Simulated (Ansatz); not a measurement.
# UB3LYP/def2-SVPD run of Si2H5O (SMILES O[SiH][SiH3])

Aim: the vertical doublet–quartet gap of Si2H5O at UB3LYP/def2-SVPD, from 2 runs. 

Program for the calculation: Ansatz 0.2.0.

49 further runs of the same task are left out: 49 set aside as unsound or not needed.

## 1. The structure to begin with

Si2H5O: 8 atoms, total charge 0, spin state doublet. As SMILES, `O[SiH][SiH3]`. The shape is that of a PBE0-D4/def2-TZVP optimisation. This is one conformer, not always the lowest.

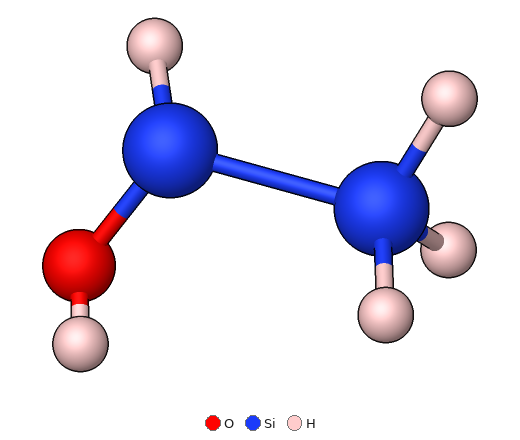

Viewed from a chosen angle; oxygen red, silicon blue, hydrogen pink.

## 2. A single-point energy at UB3LYP/def2-SVPD

File molecule.yaml:

```yaml
crystal:
  periodic: [false, false, false]
  atoms:
    - {symbol: O, position_ang: [-0.929000, 0.938400, -1.717100]}
    - {symbol: Si, position_ang: [0.090400, 1.134000, -0.425000]}
    - {symbol: Si, position_ang: [0.314200, -0.774200, 0.917600]}
    - {symbol: H, position_ang: [-1.805900, 0.598400, -1.530300]}
    - {symbol: H, position_ang: [1.378700, 1.582300, -1.024400]}
    - {symbol: H, position_ang: [1.190000, -0.426800, 2.069000]}
    - {symbol: H, position_ang: [0.883900, -1.960400, 0.216700]}
    - {symbol: H, position_ang: [-1.030200, -1.148700, 1.437600]}
basis:
  gaussian:
    orbitals: def2-SVPD
magnetization:
  spin_polarized: true
  initial_magnetization: 1
hamiltonian:
  xc: {name: B3LYP}
accuracy: high
output:
  orbitals: {seedname: orbitals}
```

On the command line:

```
$ ansatz run molecule.yaml --threads 1 --pin off --max-ram 3480MiB --events-out events.jsonl --progress --plain --runs-dir runs
```

The log of the run:

```text
Warning: RAYON_NUM_THREADS=1 ignored (pool sized by the plan → 1); use --threads N
Functional definition: B3LYP
  name "B3LYP"
  parameter a0 = 0.2
  parameter ax = 0.72
  parameter ac = 0.81
  exchange = (1 - a0 - ax)*slater_x + ax*b88_x + a0*exact_x
  correlation = (1 - ac)*vwn_rpa_c + ac*lyp_c
2160 factors; integrals over basis functions are off by at most 3.6e-9 eV
mean field evaluation 1: about -17872.8322 eV, gradient 3.8e1 eV
mean field evaluation 2: about -17850.1934 eV, gradient 8.2e1 eV
mean field evaluation 4: about -17878.0202 eV, gradient 1.8e0 eV
mean field evaluation 8: about -17878.1083 eV, gradient 1.2e-1 eV
mean field evaluation 16: about -17878.1084 eV, gradient 5.9e-5 eV
mean field -17878.10840739 eV, -657.0083657545 hartree, gradient 4.3e-8 eV, S^2 0.752572; 0 other end points of the search recorded, 0 dependent functions left out
reference -17878.10845291 eV, -657.0083674274 hartree; 21, 20 occupied and 90, 91 virtual orbitals, 2160 factors
Total energy: -17878.10845291 eV, -657.0083674274 hartree
```

Wall time 13 s (1 thread of Arm Neoverse V2, shared host); peak memory 0.5 GiB.

## 3. The quartet at the same level

File run.yaml:

```yaml
crystal:
  periodic: [false, false, false]
  atoms:
    - symbol: O
      position_ang: [-0.929000, 0.938400, -1.717100]
    - symbol: Si
      position_ang: [0.090400, 1.134000, -0.425000]
    - symbol: Si
      position_ang: [0.314200, -0.774200, 0.917600]
    - symbol: H
      position_ang: [-1.805900, 0.598400, -1.530300]
    - symbol: H
      position_ang: [1.378700, 1.582300, -1.024400]
    - symbol: H
      position_ang: [1.190000, -0.426800, 2.069000]
    - symbol: H
      position_ang: [0.883900, -1.960400, 0.216700]
    - symbol: H
      position_ang: [-1.030200, -1.148700, 1.437600]
basis:
  gaussian:
    orbitals: def2-SVPD
hamiltonian:
  xc: {name: B3LYP}
accuracy: high
output: {orbitals: {seedname: orbitals}}
magnetization:
  spin_polarized: true
  initial_magnetization: 3
```

On the command line:

```
$ ansatz run run.yaml --threads 1 --pin off --max-ram 3480MiB --events-out events.jsonl --progress --plain --runs-dir runs
```

The log of the run (excerpt; [...] marks lines left out):

```text
Warning: RAYON_NUM_THREADS=1 ignored (pool sized by the plan → 1); use --threads N
[... 7 set-up lines as earlier in the session ...]
2160 factors; integrals over basis functions are off by at most 3.6e-9 eV
mean field evaluation 1: about -17866.3857 eV, gradient 3.9e1 eV
mean field evaluation 2: about -17815.1450 eV, gradient 1.1e2 eV
mean field evaluation 4: about -17871.8205 eV, gradient 7.6e0 eV
mean field evaluation 8: about -17872.3450 eV, gradient 4.8e-1 eV
mean field evaluation 16: about -17872.3489 eV, gradient 3.8e-3 eV
mean field evaluation 32: about -17872.3489 eV, gradient 2.5e-7 eV
mean field -17872.34886691 eV, -656.7967065457 hartree, gradient 3.2e-8 eV, S^2 3.754653; 2 other end points of the search recorded, 0 dependent functions left out
reference -17872.34891192 eV, -656.7967081997 hartree; 22, 19 occupied and 89, 92 virtual orbitals, 2160 factors
Total energy: -17872.34891192 eV, -656.7967081997 hartree
```

Run time: 20 s. Hardware: 1 thread of Arm Neoverse V2, shared host; peak memory 0.51 GiB.

## 4. Summary of results

Level: UB3LYP/def2-SVPD.

| quantity | value |
| --- | --- |
| doublet: total energy | -657.00837 Eh |
| doublet: HOMO energy (highest over α and β) | -5.48 eV |
| doublet: LUMO energy (lowest over α and β) | -2.69 eV |
| doublet: ⟨S²⟩ | 0.753 |
| quartet: total energy | -656.79671 Eh |
| quartet: HOMO energy (highest over α and β) | -2.61 eV |
| quartet: ⟨S²⟩ | 3.755 |
| vertical energy of the quartet above the doublet | 5.760 eV |

What this shows: At this shape the quartet lies 5.76 eV (133 kcal/mol) above the doublet.
